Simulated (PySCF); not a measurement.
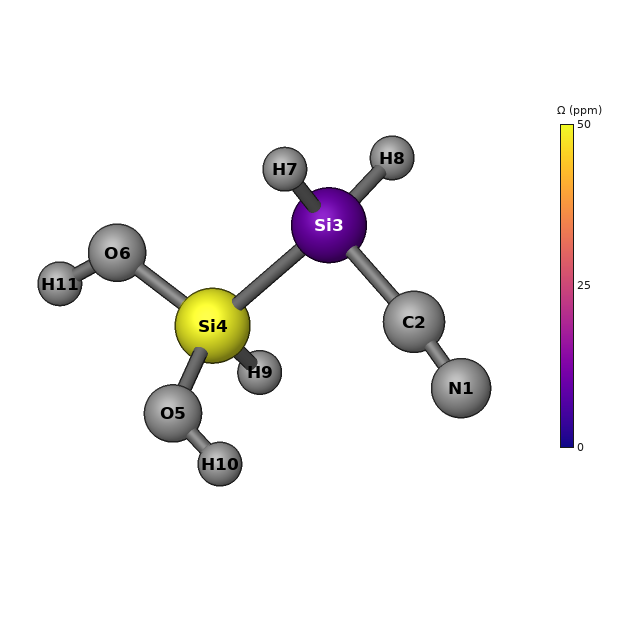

The Si atoms are coloured by the span of their shielding tensor. Computed geometry: PBE0-D3(BJ)/def2-SVP optimisation. No frequency run is at hand to confirm it as a minimum. Method: GIAO KT2/pcSseg-2 NMR shielding, non-relativistic, gas phase (PySCF 2.14.0). Principal shieldings σ11 ≤ σ22 ≤ σ33, span Ω = σ33 − σ11, skew κ = 3(σiso − σ22)/Ω.

**Which Si atom has the most anisotropic shielding?**

Si4, with a span of 49 ppm.

Give the shielding tensors of the Si atoms.

| atom | σ11 | σ22 | σ33 | σiso | Ω | κ |
| --- | --- | --- | --- | --- | --- | --- |
| Si3 | 455.1 | 460.5 | 465.2 | 460.3 | 10.0 | −0.07 |
| Si4 | 337.5 | 361.5 | 386.8 | 361.9 | 49.3 | 0.03 |

Shieldings and span in ppm.
